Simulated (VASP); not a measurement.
Band structure of TlI (space group F-43m). Computed with PBE GGA, VASP's PBE PAW potentials (set 64) (plane waves; VASP 6.6.1).

Unless said otherwise, spin-orbit coupling is left out, though it shifts the bands of the heavy elements here.

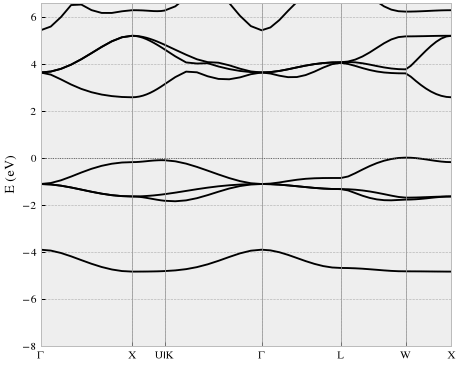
Figure. Bands along high-symmetry lines, zero at the valence-band maximum or, without a gap, the Fermi level

### Question
Read the plot: is there a gap, and where are the band edges?

### Answer
The gap is indirect, 2.57 eV, from the valence maximum at W to the conduction minimum at X.

The structure was generated: TlI was put into an ordered model structure, which need not be its known phase. The cell was not relaxed at this level.
